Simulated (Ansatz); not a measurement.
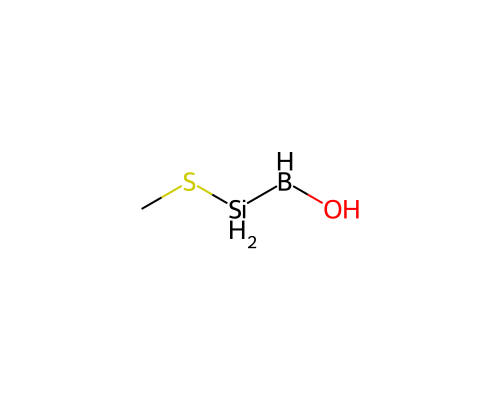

Give its SMILES.

Answer. CS[SiH2]BO

Give the formula, hydrogens included.

Answer. CH7BOSSi.

An optimisation with PBE0-D4/def2-TZVP gave a structure of which point group?

Answer. C1. Other conformers may differ.

More results for the same structure follow; atom numbers are the same in all pictures, views and colours differ. The computed structure is the end point of a PBE0-D4/def2-TZVP optimisation. No frequency run is at hand to confirm it as a minimum.

**Levels of theory compared**

No frequency run is at hand to confirm it as a minimum. Program: Ansatz 0.2.0.

Tabulate HOMO–LUMO gap (eV) at these levels: B3LYP-D4/def2-TZVPP; PBE-D4/def2-TZVPP; PBE0-D4/def2-TZVPP; r2SCAN-D4/def2-TZVPP; ωB97M-V/def2-TZVPP; ωB97X-V/def2-TZVPP.

```tsv
level	HOMO–LUMO gap (eV)
B3LYP-D4/def2-TZVPP	4.92
PBE-D4/def2-TZVPP	3.22
PBE0-D4/def2-TZVPP	5.32
r2SCAN-D4/def2-TZVPP	3.70
ωB97M-V/def2-TZVPP	9.41
ωB97X-V/def2-TZVPP	9.80
```

**Dipole moment**

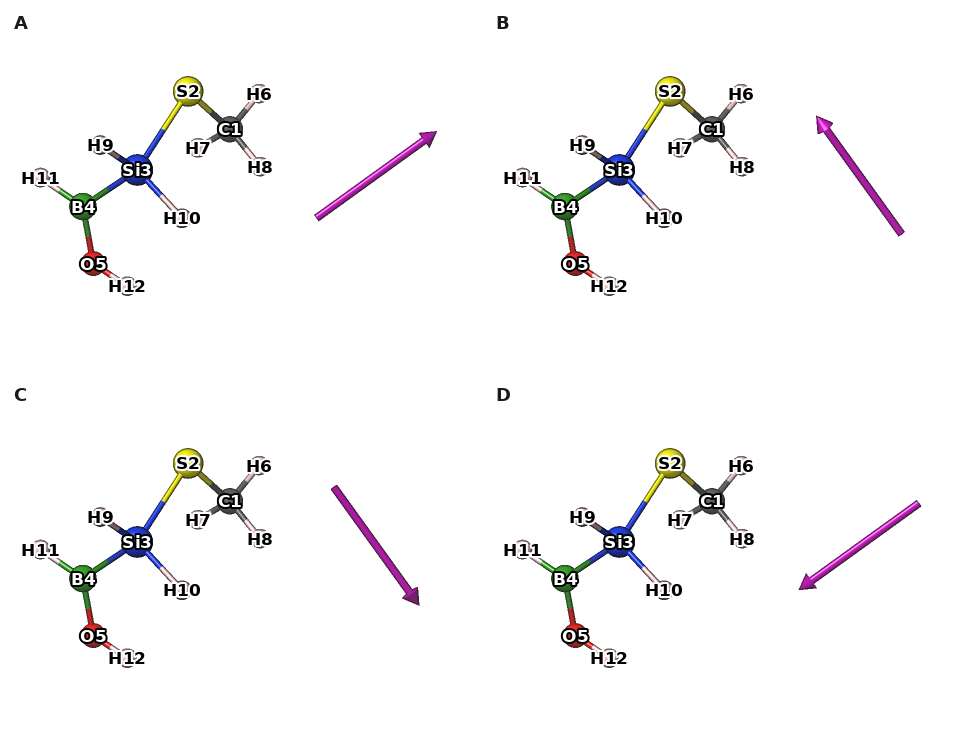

The same molecule four times, each with an arrow. No frequency run is at hand to confirm it as a minimum. Method: RKS B3LYP-D4/def2-TZVPP (Ansatz 0.2.0).

Which arrow points along the dipole moment, from the negative to the positive end?

Answer. C. The dipole moment is 2.11 D; it points from the side of H9 to the side of H12 (the outermost atoms at the two ends).

**Charges**

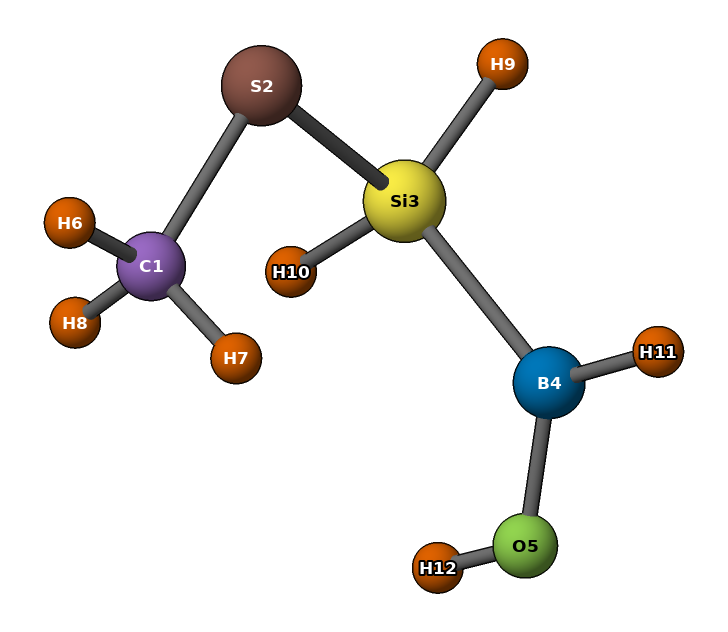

The questions are on Mulliken charges. No frequency run is at hand to confirm it as a minimum. Method: RKS PBE0-D4/def2-TZVP (Ansatz 0.2.0).

List the Mulliken charges.

```tsv
atom	value (e)
C1	−0.37
S2	−0.20
Si3	0.07
B4	0.08
O5	−0.35
H6	0.16
H7	0.15
H8	0.15
H9	−0.01
H10	−0.03
H11	0.02
H12	0.33
```

Mulliken values depend strongly on the basis set and can even reverse the polarity of a bond.
